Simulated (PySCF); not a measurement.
System: C4H4BBrF2.

The calculation's input:

```
{"job": {"kind": "uv", "xc": "B3LYP", "basis": "def2-SVPD", "nstates": 8, "ntriplets": 3}, "charge": 0, "multiplicity": 1}
C     -2.442715    -0.455223    -0.039045
C     -1.354759     0.265143     0.235546
C     -0.029720    -0.178901    -0.089706
C      1.129642     0.471357     0.145198
Br     1.112461     2.182969     1.004664
B      2.512838    -0.095433    -0.245969
F      3.653378     0.517797    -0.028637
F      2.619783    -1.270706    -0.840807
H     -2.379372    -1.416339    -0.523312
H     -3.428789    -0.105342     0.212145
H     -1.444966     1.226672     0.722473
H      0.053417    -1.142680    -0.578577
```

Launched as:

```sh
OMP_NUM_THREADS=1 python probes_run.py task.json out
```

Geometry: GFN2-xTB.

These are results of PySCF 2.14.0, B3LYP/def2-SVPD, SCF density, gas phase, not measurements.

**What can the converged electron density and electron localisation function tell about the bonding?**

B–F (1.31 Å): ρ at the midpoint is about 2.3 e/Å³; the ELF peaks at about 0.85 between the atoms: a polar covalent bond.
C–C (1.33 Å): ρ at the midpoint is about 2.3 e/Å³; the ELF peaks at about 0.95 between the atoms: a short, multiple covalent bond.
C–B (1.55 Å): ρ is about 1.5 e/Å³ halfway; the ELF peaks at about 1 between the atoms, as expected for a covalent bond.
C–Br (1.92 Å): ρ at the midpoint is about 1.1 e/Å³; the ELF peaks at about 0.90 between the atoms, as expected for a shared electron pair.

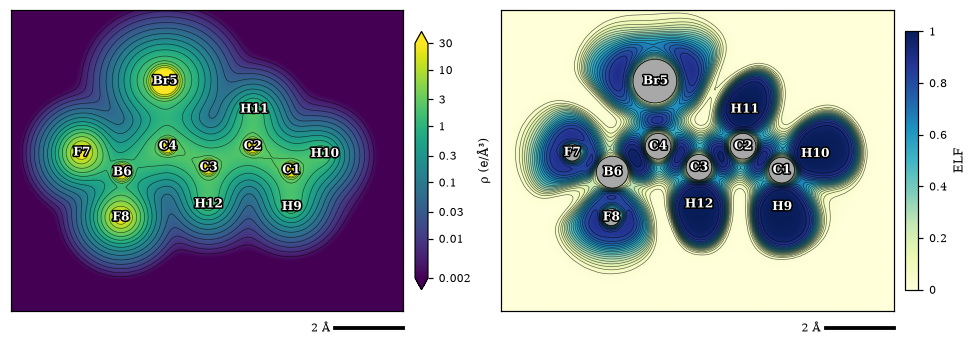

Computed electron density and electron localisation function on the molecular plane, in this order. Grey discs cover the atomic cores in the ELF map. 
